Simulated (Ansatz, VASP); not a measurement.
**Cross-check of MnO (Manganosite) between VASP and Ansatz**

One calculation is typed for both programs; each brings its own data sets and cutoff. How far apart do they land?

Program: Ansatz 0.2.0. Level of theory: plane waves, with VASP 6.6.1 beside it; zone-centre phonons at LDA, DFT+U and zone-centre phonons at r2SCAN, DFT+U. Results are calculated unless marked as measured.

## (1) Starting point

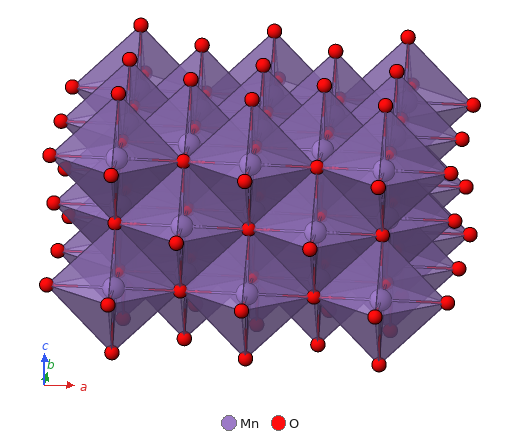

Start, viewed slightly off an axis; manganese light purple, oxygen red. 2×2×1 cells are drawn. This picture shows the conventional cell, with its axes. Some periodic images of atoms are drawn too.

## (2) VASP: zone-centre phonons, LDA, DFT+U

Second derivatives magnify differences that forces hide, and they need a tight electronic threshold.

Lines of VASP's logs that name or quote its potential files are left out, and so is its time.

Contents of INCAR:

```
SYSTEM = MnO
PREC = Accurate
ENCUT = 520
EDIFF = 1E-08
NELM = 100
ISMEAR = 0
SIGMA = 0.03
LREAL = .FALSE.
ALGO = Normal
GGA = CA
NBANDS = 16
ISPIN = 2
MAGMOM = 4 0
LDAU = .TRUE.
LDAUTYPE = 2
LDAUL = 2 -1
LDAUU = 3.9 0
LDAUJ = 0 0
LDAUPRINT = 1
LASPH = .TRUE.
LMAXMIX = 4
LORBIT = 11
LWAVE = .FALSE.
LCHARG = .FALSE.
KPAR = 2
IBRION = 6
NFREE = 2
POTIM = 0.015
NSW = 1
ISIF = 2
```

Contents of POSCAR:

```
MnO
1.0
    0.0000000000      2.1999461406      2.1999461406
    2.1999461406      0.0000000000      2.1999461406
    2.1999461406      2.1999461406      0.0000000000
Mn O
1 1
Direct
    0.0000000000      0.0000000000      0.0000000000
    0.5000000000      0.5000000000      0.5000000000
```

Contents of KPOINTS:

```
Automatic mesh
0
Gamma
8 8 8
0 0 0
```

Potentials, in the order of the species: Mn_pv and O (LDA family, release 64).

Started as:

```
$ mpirun -np 2 vasp_std
```

Numbers of over 12 decimals in the logs are rounded to 6 here.

Log:

```text
[banner, memory and clock lines left out]
running    2 mpi-ranks, on    1 nodes
 distrk:  each k-point on    1 cores,    2 groups
 distr:  one band on    1 cores,    1 groups

 POSCAR found type information on POSCAR MnO
 POSCAR found :  2 types and       2 ions
 LDA part: xc-table for (Slater(with rela. corr.)+CA(PZ))
 , standard interpolation
 POSCAR, INCAR and KPOINTS ok, starting setup
 FFT: planning ... GRIDC
 FFT: planning ... GRID_SOFT
 FFT: planning ... GRID
 WAVECAR not read
 entering main loop
       N       E                     dE             d eps       ncg     rms          rms(c)
DAV:   1     0.158931893650E+03    0.15893E+03   -0.11128E+04  1856   0.142E+03
DAV:   2    -0.105637969624E+02   -0.16950E+03   -0.15951E+03  2088   0.372E+02
DAV:   3    -0.170237251736E+02   -0.64599E+01   -0.64313E+01  1992   0.814E+01
DAV:   4    -0.170752545664E+02   -0.51529E-01   -0.51527E-01  2144   0.753E+00
DAV:   5    -0.170759716623E+02   -0.71710E-03   -0.71710E-03  1992   0.864E-01    0.150E+01
DAV:   6    -0.162737966086E+02    0.80218E+00   -0.12140E+01  2296   0.415E+01    0.151E+01
DAV:   7    -0.165272378855E+02   -0.25344E+00   -0.11584E+00  1856   0.153E+01    0.905E+00
DAV:   8    -0.165220074987E+02    0.52304E-02   -0.14722E-01  1992   0.366E+00    0.532E+00
DAV:   9    -0.165268448138E+02   -0.48373E-02   -0.23498E-02  1984   0.198E+00    0.551E-01
DAV:  10    -0.165271853387E+02   -0.34052E-03   -0.56416E-03  2152   0.103E+00    0.957E-02
DAV:  11    -0.165272047270E+02   -0.19388E-04   -0.24376E-04  1952   0.162E-01    0.552E-02
DAV:  12    -0.165272176142E+02   -0.12887E-04   -0.27517E-05  1928   0.580E-02    0.237E-02
DAV:  13    -0.165272187057E+02   -0.10915E-05   -0.17746E-06  1968   0.189E-02    0.936E-03
DAV:  14    -0.165272184987E+02    0.20701E-06   -0.19222E-06  1960   0.126E-02    0.469E-03
DAV:  15    -0.165272188890E+02   -0.39024E-06   -0.10484E-07  2088   0.425E-03    0.102E-03
DAV:  16    -0.165272188882E+02    0.77398E-09   -0.10141E-08  1344   0.802E-04
   1 F= -.16527219E+02 E0= -.16527219E+02  d E =-.700930E-11  mag=     5.0000
[...]
2 F= -.16526793E+02 E0= -.16526793E+02  d E =-.581607E-11  mag=     5.0000
[...]
3 F= -.16526793E+02 E0= -.16526793E+02  d E =-.567481E-11  mag=     5.0000
[...]
4 F= -.16526792E+02 E0= -.16526792E+02  d E =-.556519E-11  mag=     5.0000
 Finite differences progress:
  Degree of freedom:   2/  2
  Displacement:        1/  2
  Total:               3/  4
 bond charge predicted
       N       E                     dE             d eps       ncg     rms          rms(c)
DAV:   1    -0.165229446294E+02    0.38477E-02   -0.37947E+00  3800   0.126E+01    0.249E-01
DAV:   2    -0.165272001145E+02   -0.42555E-02   -0.51026E-02  3960   0.173E+00    0.141E-01
DAV:   3    -0.165268450175E+02    0.35510E-03   -0.50439E-04  4168   0.245E-01    0.104E-01
DAV:   4    -0.165267910488E+02    0.53969E-04   -0.22514E-04  3952   0.140E-01    0.513E-02
DAV:   5    -0.165267938144E+02   -0.27656E-05   -0.34730E-05  3968   0.467E-02    0.141E-02
DAV:   6    -0.165267928999E+02    0.91448E-06   -0.79172E-07  4144   0.133E-02    0.904E-03
DAV:   7    -0.165267923280E+02    0.57194E-06   -0.10950E-06  4112   0.137E-02    0.171E-03
DAV:   8    -0.165267923513E+02   -0.23336E-07   -0.25570E-07  3856   0.418E-03    0.831E-04
DAV:   9    -0.165267923487E+02    0.25784E-08   -0.33136E-09  2144   0.599E-04
   5 F= -.16526792E+02 E0= -.16526792E+02  d E =-.553359E-11  mag=     5.0000
 Finite differences progress:
  Degree of freedom:   2/  2
  Displacement:        2/  2
  Total:               4/  4
```

From OUTCAR (step 2):

```text
ion  position               nearest neighbor table
   1  0.000  0.000  0.000-   2 2.20   2 2.20   2 2.20   2 2.20   2 2.20   2 2.20
   2  0.500  0.500  0.500-   1 2.20   1 2.20   1 2.20   1 2.20   1 2.20   1 2.20

  LATTYP: Found a face centered cubic cell.
 ALAT       =     4.3998922812

 Subroutine GETGRP returns: Found 48 space group operations
 (whereof 48 operations were pure point group operations)

The static configuration has the point symmetry O_h .

 Found     29 irreducible k-points:

   k-points           NKPTS =     29   k-points in BZ     NKDIM =     29   number of bands    NBANDS=     16

   dimension x,y,z NGX =    24 NGY =   24 NGZ =   24
   dimension x,y,z NGXF=    48 NGYF=   48 NGZF=   48

   ENCUT  =  520.0 eV  38.22 Ry    6.18 a.u.   5.78  5.78  5.78*2*pi/ulx,y,z

   NELECT =      19.0000    total number of electrons

 k-points in reciprocal lattice and weights: Automatic mesh
   0.00000000  0.00000000  0.00000000       0.002
   0.12500000  0.00000000  0.00000000       0.016
   0.25000000  0.00000000  0.00000000       0.016
   0.37500000  0.00000000  0.00000000       0.016
   0.50000000  0.00000000  0.00000000       0.008
   0.12500000  0.12500000  0.00000000       0.012
   0.25000000  0.12500000  0.00000000       0.047
   0.37500000  0.12500000  0.00000000       0.047
   0.50000000  0.12500000  0.00000000       0.047
[...]
-0.37500000  0.50000000  0.12500000       0.023
  -0.25000000  0.50000000  0.25000000       0.012

atom =   1  type =  1  l = 2

 onsite density matrix

spin component  1

  0.9382 -0.0000  0.0000  0.0000 -0.0000
 -0.0000  0.9382 -0.0000  0.0000  0.0000
  0.0000 -0.0000  0.9785 -0.0000  0.0000
  0.0000  0.0000 -0.0000  0.9382  0.0000
 -0.0000  0.0000  0.0000  0.0000  0.9785

spin component  2

  0.0225 -0.0000  0.0000  0.0000 -0.0000
 -0.0000  0.0224 -0.0000  0.0000  0.0000
  0.0000 -0.0000  0.0829  0.0000 -0.0000
  0.0000  0.0000  0.0000  0.0225 -0.0000
 -0.0000  0.0000 -0.0000 -0.0000  0.0829

 occupancies and eigenvectors

  o =  0.0224  v =  0.0000  0.0000  0.0000  0.0000  0.0000  0.0000  1.0000 -0.0000 -0.0000  0.0000      0.0000  0.0000  0.0000  0.0000  0.0000  0.0000  0.0000  0.0000  0.0000  0.0000
  o =  0.0225  v =  0.0000  0.0000  0.0000  0.0000  0.0000  1.0000 -0.0000 -0.0000 -0.0007  0.0000      0.0000  0.0000  0.0000  0.0000  0.0000  0.0000  0.0000  0.0000  0.0000  0.0000
  o =  0.0225  v =  0.0000  0.0000  0.0000  0.0000  0.0000  0.0007  0.0000 -0.0000  1.0000  0.0000      0.0000  0.0000  0.0000  0.0000  0.0000  0.0000  0.0000  0.0000  0.0000  0.0000
  o =  0.0829  v =  0.0000  0.0000  0.0000  0.0000  0.0000  0.0000  0.0000  0.8660 -0.0000  0.5000      0.0000  0.0000  0.0000  0.0000  0.0000  0.0000  0.0000  0.0000  0.0000  0.0000
  o =  0.0830  v =  0.0000  0.0000  0.0000  0.0000  0.0000 -0.0000 -0.0000 -0.5000 -0.0000  0.8660      0.0000  0.0000  0.0000  0.0000  0.0000  0.0000  0.0000  0.0000  0.0000  0.0000
  o =  0.9382  v =  0.0000  1.0000  0.0000 -0.0000 -0.0000  0.0000  0.0000  0.0000  0.0000  0.0000      0.0000  0.0000  0.0000  0.0000  0.0000  0.0000  0.0000  0.0000  0.0000  0.0000
  o =  0.9382  v =  1.0000  0.0000  0.0000  0.0000  0.0000  0.0000  0.0000  0.0000  0.0000  0.0000      0.0000  0.0000  0.0000  0.0000  0.0000  0.0000  0.0000  0.0000  0.0000  0.0000
  o =  0.9382  v =  0.0000  0.0000 -0.0000  1.0000 -0.0000  0.0000  0.0000  0.0000  0.0000  0.0000      0.0000  0.0000  0.0000  0.0000  0.0000  0.0000  0.0000  0.0000  0.0000  0.0000
  o =  0.9785  v =  0.0000  0.0000 -0.5000  0.0000  0.8660  0.0000  0.0000  0.0000  0.0000  0.0000      0.0000  0.0000  0.0000  0.0000  0.0000  0.0000  0.0000  0.0000  0.0000  0.0000
  o =  0.9785  v =  0.0000 -0.0000  0.8660  0.0000  0.5000  0.0000  0.0000  0.0000  0.0000  0.0000      0.0000  0.0000  0.0000  0.0000  0.0000  0.0000  0.0000  0.0000  0.0000  0.0000

 average (electrostatic) potential at core
       1 -67.5475       2 -69.3581

 E-fermi :   7.3039

 spin component 1
 k-point     1 :       0.0000    0.0000    0.0000
  band No.  band energies     occupation
    ...
      8       3.2843      1.00000
      9       3.2974      1.00000
     10       4.0122      1.00000
     11       4.0122      1.00000
     12       4.0220      1.00000
     13       7.4198      0.00000
     14      21.5941      0.00000
     15      23.4390      0.00000
     16      23.4390      0.00000

 k-point     2 :       0.1250    0.0000    0.0000
  band No.  band energies     occupation
    ...
      8       3.1125      1.00000
      9       3.1133      1.00000
     10       3.8267      1.00000
     11       4.9425      1.00000
     12       4.9456      1.00000
     13       8.4305      0.00000
     14      19.8006      0.00000
     15      23.0588      0.00000
     16      23.0591      0.00000

 k-point     3 :       0.2500    0.0000    0.0000
  band No.  band energies     occupation
    ...
      8       3.3980      1.00000
      9       3.3982      1.00000
     10       4.0248      1.00000
     11       6.0488      1.00000
     12       6.0503      1.00000
     13      10.0517      0.00000
     14      17.4471      0.00000
     15      21.5988      0.00000
     16      21.5995      0.00000

 k-point     4 :       0.3750    0.0000    0.0000
  band No.  band energies     occupation
    ...
      8       3.7052      1.00000
      9       3.7054      1.00000
     10       4.4152      1.00000
     11       6.8564      1.00000
     12       6.8570      1.00000
     13      11.0329      0.00000
     14      15.9985      0.00000
     15      20.1439      0.00000
     16      20.1449      0.00000

 k-point     5 :       0.5000    0.0000    0.0000
  band No.  band energies     occupation
    ...
      8       3.8378      1.00000
      9       3.8380      1.00000
     10       4.6302      1.00000
     11       7.1577      1.00000
     12       7.1578      1.00000
     13      11.1745      0.00000
     14      15.6894      0.00000
     15      19.5768      0.00000
     16      19.5779      0.00000

 k-point     6 :       0.1250    0.1250    0.0000
  band No.  band energies     occupation
    ...
      8       2.8050      1.00000
      9       3.3559      1.00000
     10       4.3506      1.00000
     11       4.3517      1.00000
     12       4.7983      1.00000
     13       8.8694      0.00000
     14      19.9311      0.00000
     15      22.4606      0.00000
     16      22.4620      0.00000

  Total        0.0072053     -0.0008604     -0.0008604      0.0000000     -0.0000000      0.0000000
  in kB        0.5421190     -0.0647390     -0.0647390      0.0000000     -0.0000000      0.0000000
  external PRESSURE =       0.1375470 kB  Pullay stress =       0.0000000 kB

  energy-cutoff  :      520.00
  volume of cell :       21.29
      direct lattice vectors                 reciprocal lattice vectors
     0.000000000  2.199946141  2.199946141    -0.227278291  0.227278291  0.227278291
     2.199946141  0.000000000  2.199946141     0.227278291 -0.227278291  0.227278291
     2.199946141  2.199946141  0.000000000     0.227278291  0.227278291 -0.227278291

 POSITION                                       TOTAL-FORCE (eV/Angst)
 -----------------------------------------------------------------------------------
      0.00000      0.00000      0.00000        -0.056917      0.000000      0.000000
      2.18495      2.19995      2.19995         0.056917      0.000000      0.000000
 -----------------------------------------------------------------------------------
    total drift:                               -0.000099     -0.000000     -0.000000

  FREE ENERGIE OF THE ION-ELECTRON SYSTEM (eV)
  ---------------------------------------------------
  free  energy   TOTEN  =       -16.5267923487 eV

  energy  without entropy=      -16.5267923487  energy(sigma->0) =      -16.52679235

 Eigenvectors and eigenvalues of the dynamical matrix
 ----------------------------------------------------

   1 f  =    8.654994 THz    54.380933 2PiTHz  288.699534 cm-1    35.794164 meV
             X         Y         Z           dx          dy          dz
      0.000000  0.000000  0.000000    -0.000000    0.475361    0.000000
      2.199946  2.199946  2.199946     0.000000   -0.879791    0.000000

   2 f  =    8.654994 THz    54.380933 2PiTHz  288.699534 cm-1    35.794164 meV
             X         Y         Z           dx          dy          dz
      0.000000  0.000000  0.000000     0.000000    0.000000   -0.475361
      2.199946  2.199946  2.199946     0.000000    0.000000    0.879791

   3 f  =    8.654994 THz    54.380933 2PiTHz  288.699534 cm-1    35.794164 meV
             X         Y         Z           dx          dy          dz
      0.000000  0.000000  0.000000     0.475361    0.000000    0.000000
      2.199946  2.199946  2.199946    -0.879791   -0.000000   -0.000000

   4 f/i=    0.004334 THz     0.027229 2PiTHz    0.144553 cm-1     0.017922 meV
             X         Y         Z           dx          dy          dz
      0.000000  0.000000  0.000000     0.817042   -0.295154    0.139139
      2.199946  2.199946  2.199946     0.441456   -0.159475    0.075178

   5 f/i=    0.004334 THz     0.027229 2PiTHz    0.144553 cm-1     0.017922 meV
             X         Y         Z           dx          dy          dz
      0.000000  0.000000  0.000000     0.305353    0.559325   -0.606586
      2.199946  2.199946  2.199946     0.164986    0.302210   -0.327745

   6 f/i=    0.004334 THz     0.027229 2PiTHz    0.144553 cm-1     0.017922 meV
             X         Y         Z           dx          dy          dz
      0.000000  0.000000  0.000000    -0.115041   -0.611614   -0.621873
      2.199946  2.199946  2.199946    -0.062158   -0.330462   -0.336005

 ELASTIC MODULI CONTR FROM IONIC RELAXATION (kBar)
 Direction    XX          YY          ZZ          XY          YZ          ZX
 --------------------------------------------------------------------------------
 XX           0.0000      0.0000      0.0000      0.0000      0.0000      0.0000
 YY           0.0000      0.0000      0.0000      0.0000      0.0000      0.0000
 ZZ           0.0000      0.0000      0.0000      0.0000      0.0000      0.0000
 XY           0.0000      0.0000      0.0000      0.0000      0.0000      0.0000
 YZ           0.0000      0.0000      0.0000      0.0000      0.0000      0.0000
 ZX           0.0000      0.0000      0.0000      0.0000      0.0000      0.0000
 --------------------------------------------------------------------------------

 total charge
# of ion       s       p       d       tot
------------------------------------------
    1        0.220   6.200   4.984  11.404
    2        1.543   3.444   0.000   4.987
--------------------------------------------------
tot          1.763   9.644   4.984  16.391

 magnetization (x)
# of ion       s       p       d       tot
------------------------------------------
    1        0.028   0.022   4.529   4.578
    2        0.024   0.159   0.000   0.183
--------------------------------------------------
tot          0.051   0.181   4.529   4.761

[... 6 further parts left out ...]
```

CONTCAR:

```
MnO
   1.00000000000000
     0.0000000000000000    2.1999461405999998    2.1999461405999998
     2.1999461405999998    0.0000000000000000    2.1999461405999998
     2.1999461405999998    2.1999461405999998    0.0000000000000000
  Mn              O
     1     1
Direct
     0.0000000000000000    0.0000000000000000    0.0000000000000000
     0.5034091743709482    0.4965908256290518    0.4965908256290518
```

[end of part 1 of 2]

[Lines on the potential files, build, host, timing and source positions are cut from VASP's logs without a mark.]

[Logs are printed without paths, hosts, clocks, repeated set-up lines and the standing remarks that a program may print on its own settings, such as how far it seeks lower states.]

[Hosts, paths, dates, database ids (printed as entryN), source tags and the programs' standing remarks are cut or masked in the printed files.]
